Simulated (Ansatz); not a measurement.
# Ga6Si: a closer look at a trial structure

The task, for Ga6Si: compute bands, density of states and charges.

Method: DFT PBE, scalar-relativistic, plane waves, PAW, in Ansatz 0.2.0.

1 further run of the same task is left out (set aside as unsound or not needed).

**1. Starting point**

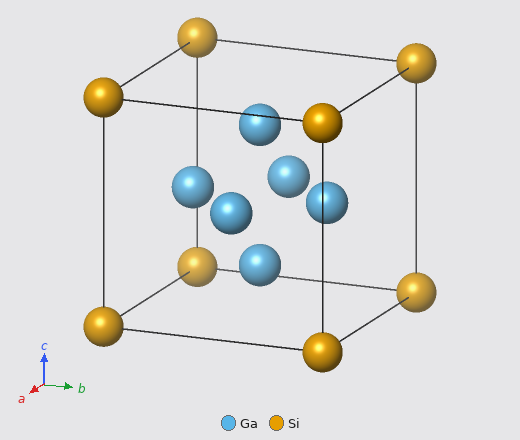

Start, viewed slightly off an axis; gallium blue, silicon amber. Atoms on the faces are drawn again on the opposite ones.

Coordinates:

```xyz
7
Lattice="6.0310 0.0000 0.0000 0.0000 6.0310 0.0000 0.0000 0.0000 6.0310" Properties=species:S:1:pos:R:3 pbc="T T T"
Ga    3.0155    3.0155    1.1692
Ga    3.0155    3.0155    4.8618
Ga    1.1692    3.0155    3.0155
Ga    4.8618    3.0155    3.0155
Ga    3.0155    1.1692    3.0155
Ga    3.0155    4.8618    3.0155
Si    0.0000    0.0000    0.0000
```

The cell was relaxed beforehand at this level, from a database cell with other species swapped in; it needn't be the stable form of this composition. At a tolerance of 0.05 Å it has space group Pm-3m (No. 221); it has 31.34 Å³/atom, an uncorrected energy of +0.79 eV/atom over the elements.

**2. Bands, states and charges**

File input.yaml:

```yaml
crystal:
  lattice:
    - [6.0309600978, 0.0, 0.0]
    - [0.0, 6.0309600978, 0.0]
    - [0.0, 0.0, 6.0309600978]
  atoms:
    - { symbol: Ga, position: [0.5, 0.5, 0.1938625143] }
    - { symbol: Ga, position: [0.5, 0.5, 0.8061374857] }
    - { symbol: Ga, position: [0.1938625143, 0.5, 0.5] }
    - { symbol: Ga, position: [0.8061374857, 0.5, 0.5] }
    - { symbol: Ga, position: [0.5, 0.1938625143, 0.5] }
    - { symbol: Ga, position: [0.5, 0.8061374857, 0.5] }
    - { symbol: Si, position: [0.0, 0.0, 0.0] }
basis:
  ecutwfc: 420
kpoints:
  mp_grid: { grid: [6, 6, 6] }
  band_path:
    path:
      - [[0.0, 0.0, 0.0], [0.0, 0.5, 0.0], [0.5, 0.5, 0.0], [0.0, 0.0, 0.0], [0.5, 0.5, 0.5], [0.0, 0.5, 0.0]]
      - [[0.5, 0.5, 0.5], [0.5, 0.5, 0.0]]
    npoints: 14
hamiltonian:
  xc: pbe
scf:
  occupations: { method: gaussian, width: 0.1 }
  n_extra_bands: 17
output:
  forces: true
  stress: true
  eigenvalues: true
  populations: true
  dos: { projected: true, de: 0.02, nscf_kmesh: { grid: [8, 8, 8] } }
  bader: true
```

Started as:

```
$ ansatz run input.yaml --threads 1 --pin off --max-ram 2048MiB --backend cpu --events-out ev --progress --plain --runs-dir out
```

Log:

```text
Warning: RAYON_NUM_THREADS=1 ignored (pool sized by the plan → 1); use --threads N
scf.n_extra_bands = 17 over 41 filled bands (N_el = 82.0): the run solves 58 bands
Engine: ansatz 0.2.0, aarch64-unknown-linux-gnu
Pseudopotentials: kind: paw
Pseudopotential: Ga, paw, valence charge 13, recommended cutoff 420 eV (normal), Ga.paw.azcp
Pseudopotential: Si, paw, valence charge 4, recommended cutoff 420 eV (normal), Si.paw.azcp
Functional definition: PBE
  parameter kappa = 0.804
  parameter beta = 0.06672455060314922
  exchange = pbe_x(kappa = kappa, mu = beta*pi^2/3)
  correlation = pbe_c(beta = beta)
Crystal: 7 atoms, lattice volume = 219.361 Å³
Basis set: ecut = 420 eV, 4337 PW (Γ), exchange–correlation on 90×90×90 points (8 copies of the dense FFT grid, shifted against one another)
Bands: 58, of which v1, the nominal top of the filled ones, is band 41 counted from 1 (40 counted from 0)
Symmetry: 48 space group operations
Space group: Pm-3m (ITA 221), of the structure as read, at distance tolerance 6.0e-5 Å
k-points: 20 of 216
Non-local potential: Ga, projectors of the file, l = 0: 2, l = 1: 2, l = 2: 3, l = 3: 1
Non-local potential: Si, projectors of the file, l = 0: 2, l = 1: 2, l = 2: 2
PAW form: soft (Blöchl's): semilocal exchange-correlation on the pseudo side does not see the compensation charge
PAW one-centre angular grid: Ga, 590 points (default); XC on 64 Gauss nodes
PAW one-centre angular grid: Si, 110 points (default); XC on 64 Gauss nodes
Initial density: superposition of atomic densities (neutral atoms: chi_scale 0, normalization atom), corrected by the library's trained network
Initial wavefunctions: pseudopotential atomic-orbital guess
Functional: x = pbe(κ = 0.804, μ = 0.2195149727645171), c = pbe(β = 0.06672455060314922)
SCF iter   1: F=—  HF=-23328.469476 eV  |F-HF|=—  |Δ(HF+E_count)|=         —  Δρ=8.42e-3  dr2=9.93e-1  ethr=1.77e-3  ⟨swp⟩=5.8  Hψ=4242  notcnv=0  defer=21
preconditioner: auto → LDOS  [metal: Δε(μ)=0.043 eV  Ē_g=16.235 eV  σ=0.100 eV  W_gap=0.24  n_scr=32 (ndim 8)  ℏωp=22.7 eV  f_vac=0.109  D(μ)=5.51/eV (n_scr^D=32)  β→1.0]
SCF iter   2: F=—  HF=-23328.377133 eV  |F-HF|=—  |Δ(HF+E_count)|=   9.23e-2  Δρ=9.31e-4  dr2=4.28e-3  ethr=1.21e-3  ⟨swp⟩=1.9  Hψ=1430  notcnv=0  defer=152
SCF iter   3: F=—  HF=-23328.378835 eV  |F-HF|=—  |Δ(HF+E_count)|=   1.70e-3  Δρ=5.48e-4  dr2=1.55e-3  ethr=5.22e-6  ⟨swp⟩=2.0  Hψ=1794  notcnv=0  defer=172
SCF iter   4: F=—  HF=-23328.379433 eV  |F-HF|=—  |Δ(HF+E_count)|=   5.97e-4  Δρ=5.86e-4  dr2=1.07e-3  ethr=1.89e-6  ⟨swp⟩=2.0  Hψ=1794  notcnv=0  defer=172
SCF iter   5: F=—  HF=-23328.379052 eV  |F-HF|=—  |Δ(HF+E_count)|=   3.81e-4  Δρ=1.01e-4  dr2=5.89e-5  ethr=1.31e-6  ⟨swp⟩=2.0  Hψ=1770  notcnv=0  defer=172
SCF iter   6: F=—  HF=-23328.379046 eV  |F-HF|=—  |Δ(HF+E_count)|=   5.64e-6  Δρ=4.55e-5  dr2=9.82e-6  ethr=7.18e-8  ⟨swp⟩=2.0  Hψ=1794  notcnv=0  defer=172
SCF iter   7: F=—  HF=-23328.379048 eV  |F-HF|=—  |Δ(HF+E_count)|=   1.60e-6  Δρ=9.93e-6  dr2=3.52e-7  ethr=1.20e-8  ⟨swp⟩=2.0  Hψ=1790  notcnv=0  defer=172
SCF iter   8: F=-23328.379048 eV  HF=-23328.379048 eV  |F-HF|=2.97e-8  |Δ(HF+E_count)|=   5.91e-7  Δρ=2.51e-6  dr2=2.52e-8  ethr=1.22e-10  ⟨swp⟩=10.4  Hψ=5144  notcnv=0
SCF 1 converged in 8 iterations: F = -23328.379048 eV  dr2 = 2.52e-8
NSCF: frozen V_eff on 86 k-points
NSCF: frozen V_eff on 35 k-points
SCF converged after 8 iterations
Free energy (F): -23328.379048 eV
Harris-Foulkes:  -23328.379048 eV  (|F-HF|=2.97e-8)
Internal energy: -23328.350811 eV  (E = F + TS)
E sigma→0 (E₀):  -23328.364930 eV
Entropy (-TS):   -0.028237 eV (-4.034 meV/atom)
Fermi energy:    3.764181 eV
--- Per-component energies (eV) ---
  E_band       = -661.677036
  E_kinetic    = 721.602855
  E_local      = -17071.331163  (includes V_loc(G=0)·N_el)
  E_nonlocal   = 2560.146281
  E_hartree    = 7976.974185
  E_xc         = -464.490897
  E_vxc        = -386.409907  (∫ρ·V_xc dr)
  E_paw        = -12427.405463  (= ΣΔE_a)
  E_vpaw       = -2439.643507  (= ΣTr[D̂ρ^β])
  E_aug_tail   = -0.000731  (compensation charges beyond the density's cutoff)
  E_ewald      = -4623.845879
  E_smearing   = -0.028237  (= −TS)
  E_closure    = 0.000000  (closes the sum)
  Σ components = -23328.379048   (vs F -23328.379048, Δ=0.00e0)
--- Forces (eV/Å), atoms counted from 1 ---
  atom   1  Ga    -0.00000000     0.00000000     0.00558726
  atom   2  Ga    -0.00000000     0.00000000    -0.00558726
  atom   3  Ga     0.00558726     0.00000000     0.00000000
  atom   4  Ga    -0.00558726    -0.00000000    -0.00000000
  atom   5  Ga    -0.00000000     0.00558726     0.00000000
  atom   6  Ga     0.00000000    -0.00558726     0.00000000
  atom   7  Si    -0.00000000     0.00000000    -0.00000000
  max |Σ_I F_I| component: 8.67e-18 eV/Å
--- Stress (GPa, compression-positive) ---
       -0.004689       0.000000       0.000000
       -0.000000      -0.004689      -0.000000
        0.000000       0.000000      -0.004689
  P = ⅓ Tr σ = -0.0047 GPa (-0.047 kbar)
--- Band table (eV; the first three rows and the last of 20) ---
  k-point 0: bands = ["-11.5243", "-11.1730", "-11.1730", "-11.1730", "-11.1181", "-11.1181", "-11.0667", "-11.0667", "-11.0667", "-11.0616", "-11.0616", "-11.0616", "-11.0333", "-11.0333", "-11.0245", "-10.8689", "-10.8689", "-10.8689", "-10.8114", "-10.8114", "-10.8010", "-10.8010", "-10.8010", "-10.7550", "-10.6300", "-10.6300", "-10.6300", "-10.5558", "-10.5558", "-10.5558", "-6.1675", "-2.9728", "-1.4357", "-1.4357", "-1.1086", "-1.1086", "-1.1086", "0.7081", "3.7983", "3.7983", "3.7983", "4.4674", "4.4674", "4.4674", "5.8868", "5.8868", "5.8868", "7.5813", "7.5813", "7.5813", "8.5884", "8.5884", "9.0940", "10.8146", "10.8146", "10.8146", "11.4991", "11.4991"]
  k-point 1: bands = ["-11.5076", "-11.2021", "-11.1760", "-11.1760", "-11.1178", "-11.1033", "-11.0999", "-11.0999", "-11.0720", "-11.0600", "-11.0347", "-11.0276", "-11.0260", "-11.0204", "-11.0204", "-10.8774", "-10.8774", "-10.8642", "-10.8146", "-10.8114", "-10.8075", "-10.7834", "-10.7834", "-10.7508", "-10.6304", "-10.6304", "-10.6299", "-10.5705", "-10.5705", "-10.5558", "-6.1165", "-3.0277", "-2.1829", "-1.4286", "-1.0671", "-1.0671", "-0.4174", "1.0191", "3.4673", "3.4673", "3.8762", "4.4318", "4.4318", "4.4847", "5.6646", "6.2682", "6.2682", "6.9954", "7.7020", "7.7020", "8.8353", "9.0739", "9.5909", "9.8466", "10.2862", "11.0676", "11.0676", "11.5057"]
  k-point 2: bands = ["-11.4664", "-11.2550", "-11.1829", "-11.1829", "-11.1195", "-11.1195", "-11.1171", "-11.0864", "-11.0795", "-11.0557", "-11.0380", "-11.0347", "-11.0142", "-10.9822", "-10.9822", "-10.8926", "-10.8926", "-10.8523", "-10.8237", "-10.8188", "-10.8114", "-10.7443", "-10.7416", "-10.7416", "-10.6342", "-10.6342", "-10.6297", "-10.6067", "-10.6067", "-10.5558", "-5.9997", "-3.3157", "-2.5793", "-1.4144", "-0.9780", "-0.9780", "-0.2063", "2.1144", "2.9430", "2.9430", "3.9937", "4.5076", "4.5076", "4.5204", "5.3274", "6.1356", "6.3537", "6.3537", "7.7782", "8.6731", "8.6731", "9.6372", "9.7330", "10.1439", "10.7606", "11.4614", "11.4614", "11.4821"]
  k-point 19: bands = ["-11.2652", "-11.2652", "-11.2652", "-11.2376", "-11.2376", "-11.2376", "-11.0654", "-11.0032", "-11.0032", "-11.0032", "-11.0000", "-11.0000", "-10.9618", "-10.8865", "-10.8865", "-10.8865", "-10.8676", "-10.8676", "-10.8676", "-10.8491", "-10.8491", "-10.8302", "-10.8302", "-10.8302", "-10.7187", "-10.6382", "-10.6382", "-10.6382", "-10.5393", "-10.5393", "-5.4025", "-3.0629", "-3.0629", "-3.0629", "-2.9580", "1.7036", "1.7036", "1.7036", "3.6418", "3.6418", "3.6418", "4.7007", "4.7007", "4.7502", "4.7502", "4.7502", "7.3281", "8.4916", "8.4916", "8.4916", "9.1003", "9.2126", "9.2126", "9.2126", "9.6275", "9.6275", "9.6275", "11.5643"]
--- Löwdin populations: 7 sites ---
  site symbol       q [e]
     0     Ga     13.0207
     1     Ga     13.0207
     2     Ga     13.0207
     3     Ga     13.0207
     4     Ga     13.0207
     5     Ga     13.0207
     6     Si      3.6937
  spilling = 0.002218 (of n_electrons = 82.000000)
--- Bader charges: 7 sites ---
  site symbol  charge [e]  shift [e]
     0     Ga     -0.0176     0.0000
     1     Ga     -0.0176     0.0000
     2     Ga     -0.0176     0.0000
     3     Ga     -0.0176     0.0000
     4     Ga     -0.0176     0.0000
     5     Ga     -0.0176     0.0000
     6     Si      0.1057     0.0000
  estimated error of the sums over rays = 1.0e-4 e
```

Run time: 1.7 min. Hardware: 1 thread of Arm Neoverse V2, shared host; peak memory 0.79 GiB.

Per atom:

| atom | Löwdin electrons | Bader charge (e) | Bader volume (Å³) |
| --- | --- | --- | --- |
| Ga1 | 13.02 | -0.02 | 27.7 |
| Ga2 | 13.02 | -0.02 | 27.7 |
| Ga3 | 13.02 | -0.02 | 27.7 |
| Ga4 | 13.02 | -0.02 | 27.7 |
| Ga5 | 13.02 | -0.02 | 27.7 |
| Ga6 | 13.02 | -0.02 | 27.7 |
| Si7 | 3.69 | +0.11 | 53.2 |

The Löwdin counts miss 0.18 of the 82 electrons, which the atomic orbitals do not span, so they are no charges.

From bands.tsv, the levels nearest the Fermi level at the path's corners, in eV from the Fermi level:

```tsv
point	band 38	band 39	band 40	band 41	band 42	band 43	band 44	band 45
Γ	-3.06	0.03	0.03	0.03	0.70	0.70	0.70	2.12
X	-1.04	-1.04	-0.69	0.06	0.78	0.80	0.80	1.43
M	-0.63	-0.63	-0.60	-0.60	-0.02	-0.02	0.04	0.89
Γ	-3.06	0.03	0.03	0.03	0.70	0.70	0.70	2.12
R	-2.06	-0.12	-0.12	-0.12	0.94	0.94	0.99	0.99
X	-1.04	-1.04	-0.69	0.06	0.78	0.80	0.80	1.43
R	-2.06	-0.12	-0.12	-0.12	0.94	0.94	0.99	0.99
M	-0.63	-0.63	-0.60	-0.60	-0.02	-0.02	0.04	0.89
```

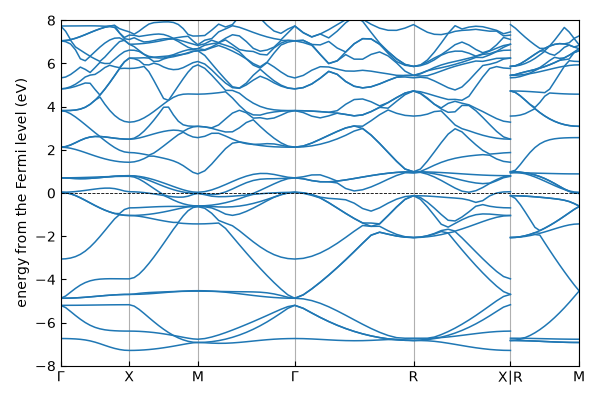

Bands along the path. Deeper bands lie below the window drawn.

States per cell in windows of 1 eV, from dos.tsv and pdos.tsv (zero at the Fermi level):

```
from  to  total  Ga 4s  Ga 4p  Si 3s  Si 3p
  -8  -7   0.67   0.22   0.20   0.24   0.00
  -7  -6   4.86   2.01   1.18   1.59   0.01
  -6  -5   1.79   0.97   0.74   0.05   0.00
  -5  -4   1.56   0.76   0.77   0.01   0.00
  -4  -3   1.25   0.54   0.68   0.00   0.01
  -3  -2   1.41   0.43   0.92   0.00   0.03
  -2  -1   3.71   0.28   2.90   0.04   0.42
  -1   0   4.73   0.19   3.30   0.02   1.16
   0   1   6.02   0.14   1.87   0.01   3.93
   1   2   1.21   0.58   0.52   0.00   0.05
   2   3   4.12   0.86   2.92   0.01   0.12
   3   4   3.26   0.59   2.29   0.01   0.09
   4   5   3.45   0.66   2.24   0.01   0.08
   5   6   4.36   0.49   2.07   0.00   0.03
```

A further 62 or so states lie below the table's range.

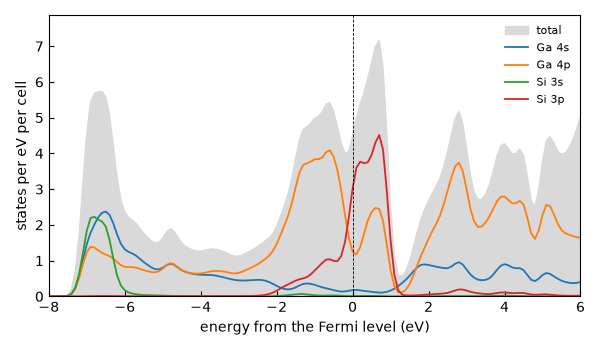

Total and projected density of states, smoothed over about 0.40 eV.

**3. What came out**

```
                 quantity                 value
                      gap          none (metal)
states at the Fermi level  4.25 per eV per cell
            Bader charges  Ga -0.02, Si +0.11 e
```

In words: Bands cross the Fermi level: a metal at this level of theory. Of the projected weight within 0.25 eV of the Fermi level, the largest part is Si 3p (67 %) and Ga 4p (29 %). Bader charges reach 0.1 e, so charge transfer in this metal is small.
